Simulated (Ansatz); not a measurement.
# Pd (Pd, fcc): the cost of one run

Computed with Ansatz 0.2.0 (DFT r²SCAN, plane waves with PAW, scalar-relativistic, unless a step says otherwise).

**1. The system as given**

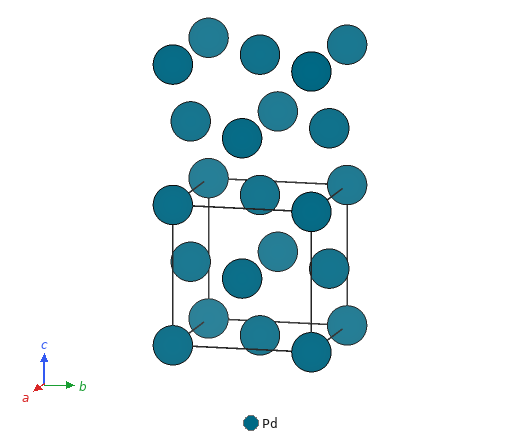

The structure, seen slightly off an axis (palladium blue). 1×1×2 conventional cells are drawn; the run uses a primitive one. Any atoms on the faces are drawn again on the opposite ones.

Structure file:

```
CELL_PARAMETERS angstrom
0.00000 1.95677 1.95677
1.95677 0.00000 1.95677
1.95677 1.95677 0.00000
ATOMIC_POSITIONS crystal
Pd 0.00000 0.00000 0.00000
```

Starting moments (μB): +0.44.

**2. Width 0.01 eV**

The run at 0.01 eV.

Input file input.yaml:

```yaml
crystal:
  lattice:
    - [0.0, 1.9567730079, 1.9567730079]
    - [1.9567730079, 0.0, 1.9567730079]
    - [1.9567730079, 1.9567730079, 0.0]
  atoms:
    - { symbol: Pd, position: [0.0, 0.0, 0.0], spin: 0.436 }
hamiltonian:
  xc: r2scan
  pseudopotentials:
    kind: paw
    azcp:
      Pd: "pseudopotentials/Pd.paw.azcp"
basis:
  ecutwfc: 500
  fft_grid_basis: typed
kpoints:
  mp_grid: { grid: [14, 14, 14], shift: [0, 0, 0] }
magnetization:
  spin_polarized: true
scf:
  occupations: { method: gaussian, width: 0.01 }
  lower_state_search: "off"
output:
  stress: true
  write_density: true
  write_potential: true
  elf: true
  volumetric_format: npy
```

Started as:

```bash
ansatz run input.yaml --threads 2 --pin off --max-ram 5120MiB --backend cpu --events-out ev --progress --plain --runs-dir out
```

**Question.** How long does this run take on 2 threads of Arm Neoverse N1, shared host, and how much memory does it need?

About 11 s, with a peak of 0.38 GiB.
